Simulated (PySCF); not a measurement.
# CH6BP (SMILES CBP): a chain of runs

Aim: a geometry optimisation (HF/6-311G*), then vibrational wavenumbers, then the energy (BP86-D4/def2-QZVP), then ionisation energies (EOM-CCSD/pcseg-0) of CH6BP. The job is set up through a Python script.

Program for the calculation: PySCF 2.14.0.

### Step 1. The system as given

CH6BP: 9 atoms, total charge 0, spin state singlet. As SMILES, `CBP`. The shape comes from a force field and isn't a relaxed structure. This is one conformer, not always the lowest. The run starts from this shape.

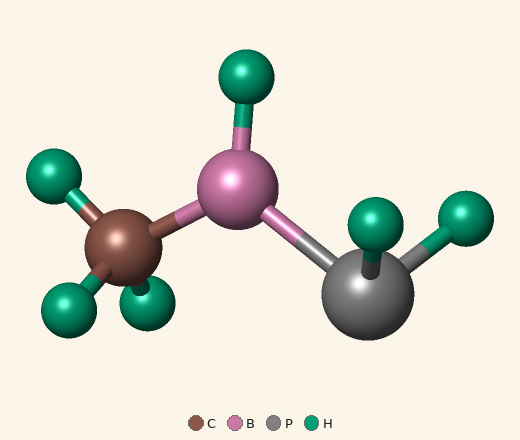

Viewed from a chosen angle; carbon brown, boron pink, phosphorus grey, hydrogen teal.

### Step 2. A structure relaxation at HF/6-311G(d) (Cartesian functions) (run 1)

Contents of run.py:

```python
from pyscf import gto, scf
from pyscf.geomopt.geometric_solver import kernel as optimise

molecule = gto.M(
    atom='''
C       -0.647100       0.901200      -0.732600
B        0.378300      -0.068500      -0.170600
P       -0.060100      -1.131300       1.370200
H       -1.534800       0.399000      -1.040600
H       -0.280100       1.459100      -1.650500
H       -0.953100       1.710500       0.031800
H        1.463800      -0.165500      -0.687800
H        0.490400      -2.347500       0.774500
H        1.231300      -0.803200       2.088400
''',
    verbose=3,
    max_memory=1860,
    basis='6-311g*',
    cart=True,
    spin=0,
)

hf = scf.RHF(molecule)
converged, mol_eq = optimise(hf, maxsteps=100)
print('converged:', converged)
print(mol_eq.tostring())

hf.reset(mol_eq)
molecule = mol_eq
hf.kernel()
e_final = hf.e_tot
print('E = %.10f Eh' % e_final)
```

Started as:

```
$ OMP_NUM_THREADS=1 python run.py
```

The log of the run:

```text
maxiter                   100
[... 65 lines left out ...]
converged SCF energy = -406.761110406612
[... 83 lines left out ...]
converged SCF energy = -406.773617416072
[... 105 lines left out ...]
converged SCF energy = -406.7760954638
[... 105 lines left out ...]
converged SCF energy = -406.778592428811
[... 104 lines left out ...]
converged SCF energy = -406.784489146622
[... 104 lines left out ...]
converged SCF energy = -406.784723868887
[... 104 lines left out ...]
converged SCF energy = -406.785537077326
[... 95 lines left out ...]
Converged! =D
[... 1 line left out ...]
converged: True
C          -0.57373941        0.97555074       -0.62275106
B           0.11597064       -0.42627014       -0.43917641
P           0.21178480       -1.35759699        1.23493697
[... 5 lines of this table left out ...]
H           0.48056864       -0.31934300        2.14048249
converged SCF energy = -406.785580798234
E = -406.7855807982 Eh
```

Wall time 5.5 min (1 thread of Intel Xeon at 2.50GHz (Skylake/Cascade Lake), shared host); peak memory 0.18 GiB.

Step by step:

| step | energy from the first frame kept (eV) | largest force (eV/Å) |
| --- | --- | --- |
| 0 | 0.0000 | 3.6536 |
| 2 | -0.3242 | 0.4577 |
| 4 | -0.3403 | 0.0406 |
| 6 | -0.3456 | 0.2600 |
| 8 | -0.3619 | 0.2415 |
| 10 | -0.4233 | 1.3928 |
| 12 | -0.3674 | 1.9142 |
| 14 | -0.4757 | 0.8161 |
| 16 | -0.5555 | 0.3794 |
| 18 | -0.6303 | 0.2951 |
| 20 | -0.6377 | 0.0372 |
| 22 | -0.6388 | 0.0517 |
| 24 | -0.6426 | 0.3657 |
| 26 | -0.6543 | 0.1456 |
| 28 | -0.6637 | 0.0624 |
| 30 | -0.6657 | 0.0356 |
| 32 | -0.6659 | 0.0078 |
| 33 | -0.6659 | 0.0012 |

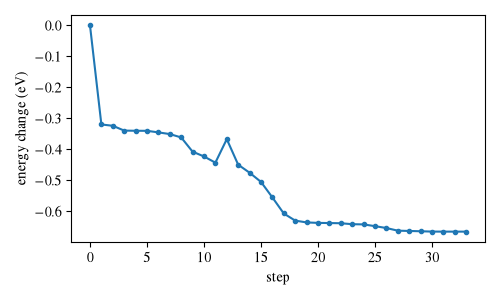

Energy along the run.

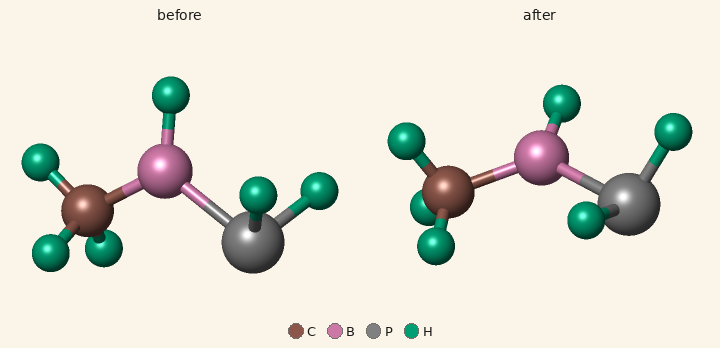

Before and after, at one scale.

After the run. Bond lengths: C1–B2 1.573 Å, B2–P3 1.918 Å, C1–H4 1.088 Å, C1–H5 1.091 Å, C1–H6 1.085 Å, B2–H7 1.195 Å, P3–H8 1.402 Å, P3–H9 1.404 Å. Some angles: C1–B2–P3 123.8°, C1–B2–H7 119.4°, P3–B2–H7 116.6°, B2–C1–H4 111.0°, B2–C1–H5 108.0°, B2–C1–H6 115.5°, B2–P3–H8 102.0°, B2–P3–H9 102.3°, H4–C1–H5 105.6°, H4–C1–H6 108.6°.

### Step 3. Vibrational wavenumbers at HF/6-311G(d) (Cartesian functions) (run 2)

Contents of run.py:

```python
import numpy
from pyscf import gto, scf, symm
from pyscf.hessian import thermo

system = gto.Mole()
system.atom = '''
C     -0.594790     1.546595    -1.054402
B      0.094920     0.144774    -0.870827
P      0.190734    -0.786553     0.803286
H     -1.337711     1.514281    -1.848645
H      0.163574     2.254880    -1.391815
H     -1.057692     1.959682    -0.164752
H      0.510373    -0.434130    -1.830542
H      1.470216    -1.358034     0.746807
H      0.459518     0.251701     1.708831
'''
system.cart = True
system.verbose = 3
system.max_memory = 1860
system.basis = '6-311g*'
system.spin = 0
system.build()

mf = scf.RHF(system)
mf.kernel()

energy = mf.e_tot
print('E(%s) = %.9f' % ('HF', energy))
hess = mf.Hessian().kernel()
modes = thermo.harmonic_analysis(system, hess)
print('frequencies (1/cm)', numpy.round(modes['freq_wavenumber'], 1))
symm.geom.TOLERANCE = 1e-3  # for the symmetry number
th = thermo.thermo(mf, modes['freq_au'], 200, 101325)
thermo.dump_thermo(system, th)
```

Started as:

```
$ OMP_NUM_THREADS=1 python run.py
```

The log of the run:

```text
converged SCF energy = -406.785580798255
E(HF) = -406.785580798
frequencies (1/cm) [  85.7  241.8  279.3  556.8  636.5  714.6  778.9  918.9  980.5 1091.3
 1215.4 1249.9 1468.5 1587.7 1601.  2560.7 2568.3 2674.1 3151.3 3200.6
 3240.5]
temperature 200.0000 [K]
pressure 101325.00 [Pa]
Rotational constants [GHz] 32.91784 4.43270 4.08957
Symmetry number 1
Zero-point energy (ZPE) 0.07017 [Eh]   184238.299 [J/mol]
                           tot       elec      trans        rot        vib
Entropy [J/mol/K]       268.981      0.000    151.477     94.612     22.892
Cv [J/mol/K]             53.401      0.000     12.472     12.472     28.458
Cp [J/mol/K]             61.716      0.000     20.786     12.472     28.458
Internal energy [J/mol]                      2494.338   2494.338 186896.953
Internal energy [Eh]   -406.71250  -406.78558
Enthalpy [J/mol]                             4157.230   2494.338 186896.953
Enthalpy [Eh]          -406.71186
Gibbs free energy [J/mol]                  -26138.172 -16428.003 182318.470
Gibbs free energy [Eh] -406.73235
```

Run time: 1.8 min. Hardware: 1 thread of Intel Xeon at 2.50GHz (Skylake/Cascade Lake), shared host; peak memory 0.18 GiB.

### Step 4. A single-point energy at BP86-D4/def2-QZVP (density fitting with aug-cc-pvtz-jkfit) (run 3)

Contents of input.xyz:

```xyz
9

C     -0.573739     0.975551    -0.622751
B      0.115971    -0.426270    -0.439176
P      0.211785    -1.357597     1.234937
H     -1.316660     0.943237    -1.416994
H      0.184625     1.683836    -0.960164
H     -1.036641     1.388638     0.266899
H      0.531424    -1.005174    -1.398891
H      1.491267    -1.929078     1.178458
H      0.480569    -0.319343     2.140482
```

Contents of run.py:

```python
from pyscf import gto, dft

molecule = gto.M(
    atom='input.xyz',
    charge=0,
    verbose=4,
    basis='def2-qzvp',
    max_memory=1860,
    spin=0,
)

calc0 = dft.RKS(molecule, xc='bp86')
calc0 = calc0.density_fit(auxbasis='aug-cc-pvtz-jkfit')
calc0.disp = 'd4'
calc0.kernel()

e_tot = calc0.e_tot
print('Final energy', e_tot)
```

Started as:

```
$ OMP_NUM_THREADS=1 python run.py
```

The log of the run:

```text
PySCF version 2.14.0

[... 79 lines left out ...]
converged SCF energy = -407.998721884653
Final energy -407.9987218846525
```

It took 1.8 min on 1 thread of Intel Xeon at 2.50GHz (Skylake/Cascade Lake), shared host; peak memory 1.1 GiB.

### Step 5. Ionisation energies at EOM-CCSD/pcseg-0 (root kind ip) (run 4)

Contents of run.py:

```python
import numpy
from pyscf import gto, scf, cc

mol = gto.Mole()
mol.atom = '''
C       -0.573739       0.975551      -0.622751
B        0.115971      -0.426270      -0.439176
P        0.211785      -1.357597       1.234937
H       -1.316660       0.943237      -1.416994
H        0.184625       1.683836      -0.960164
H       -1.036641       1.388638       0.266899
H        0.531424      -1.005174      -1.398891
H        1.491267      -1.929078       1.178458
H        0.480569      -0.319343       2.140482
'''
mol.max_memory = 1860
mol.basis = 'pcseg-0'
mol.verbose = 4
mol.build()

mf = scf.RHF(mol)
mf.kernel()

mycc = cc.CCSD(mf)
mycc.kernel()
e_tot = mycc.e_tot
print('E = %.10f Eh' % e_tot)

e, vec = mycc.ipccsd(nroots=4)
roots = numpy.atleast_1d(e) * 27.211386
print('EOM-IP-CCSD roots (eV)')
for i, w in enumerate(roots, 1):
    print('%3d %10.4f' % (i, w))
```

Started as:

```
$ OMP_NUM_THREADS=1 python run.py
```

The log of the run:

```text
PySCF version 2.14.0

[... 61 lines left out ...]
converged SCF energy = -406.128193149868
[... 11 lines left out ...]
Init t2, MP2 energy = -406.349135160013  E_corr(MP2) -0.220942010144949
[... 14 lines left out ...]
CCSD converged
[... 3 lines left out ...]
******** <class 'pyscf.cc.eom_rccsd.EOMIP'> ********
max_space = 20
max_cycle = 50
conv_tol = 1e-07
partition = None
EOM-CCSD root 0 E = 0.3329170583057294  qpwt = 0.959149  conv = True
EOM-CCSD root 1 E = 0.4225988016084702  qpwt = 0.962642  conv = True
EOM-CCSD root 2 E = 0.4330180165627416  qpwt = 0.951075  conv = True
EOM-CCSD root 3 E = 0.501865235774885  qpwt = 0.947704  conv = True
EOM-IP-CCSD roots (eV)
  1     9.0591
  2    11.4995
  3    11.7830
  4    13.6564
```

Wall time 6.6 s (1 thread of Intel Xeon at 2.50GHz (Skylake/Cascade Lake), shared host); peak memory 0.15 GiB.

### Step 6. What came out

| quantity | value |
| --- | --- |
| run 1, HF/6-311G*: total energy at the end | -406.78558 Eh |
| run 1, HF/6-311G*: dipole moment | 1.22 D |
| run 1, HF/6-311G*: HOMO energy | -9.68 eV |
| run 1, HF/6-311G*: LUMO energy | 2.34 eV |
| run 1, HF/6-311G*: HOMO–LUMO gap | 12.02 eV |
| run 2, HF/6-311G*: lowest harmonic wavenumber | 86 cm⁻¹ |
| run 2, HF/6-311G*: highest harmonic wavenumber | 3240 cm⁻¹ |
| run 2, HF/6-311G*: zero-point energy | 184.2 kJ/mol |
| run 2, HF/6-311G*: ideal-gas entropy at 200 K (symmetry number 1 as used) | 64.3 cal/(mol K) |
| run 3, BP86-D4/def2-QZVP: total energy | -407.99872 Eh |
| run 3, BP86-D4/def2-QZVP: dipole moment | 0.92 D |
| run 3, BP86-D4/def2-QZVP: HOMO energy | -6.29 eV |
| run 3, BP86-D4/def2-QZVP: LUMO energy | -2.35 eV |
| run 3, BP86-D4/def2-QZVP: HOMO–LUMO gap | 3.94 eV |
| run 3, BP86-D4/def2-QZVP: dispersion energy | -18.11 kJ/mol |
| run 4, EOM-CCSD/pcseg-0: ground-state or mean-field energy | -406.38790 Eh |
| run 4, EOM-CCSD/pcseg-0: dipole moment (Hartree–Fock density) | 1.77 D |
| run 4, EOM-CCSD/pcseg-0: HOMO energy (Hartree–Fock orbitals) | -9.79 eV |
| run 4, EOM-CCSD/pcseg-0: LUMO energy (Hartree–Fock orbitals) | 2.27 eV |
| run 4, EOM-CCSD/pcseg-0: HOMO–LUMO gap (Hartree–Fock orbitals) | 12.06 eV |
| run 4, EOM-CCSD/pcseg-0: correlation energy | -259.7 mEh |
| run 4, EOM-CCSD/pcseg-0: T1 diagnostic | 0.011 |
| run 4, EOM-CCSD/pcseg-0: first ionisation energy | 9.06 eV |

In words: The optimisation (run 1, HF/6-311G*) took 33 steps and changed the energy by -0.666 eV. Mulliken charges (run 1, HF/6-311G*) run from -0.78 on C1 to +0.21 on H4; they depend strongly on the basis. All 21 modes (run 2, HF/6-311G*) are real, so the shape is a minimum at this level. Mulliken charges (run 2, HF/6-311G*) run from -0.78 on C1 to +0.21 on H4; they depend strongly on the basis. Mulliken charges (run 3, BP86-D4/def2-QZVP) run from -0.31 on C1 to +0.23 on B2; in a basis this large or diffuse they mean little. Mulliken charges (run 4, EOM-CCSD/pcseg-0) of the mean-field density run from -1.09 on C1 to +0.44 on B2; they depend strongly on the basis.
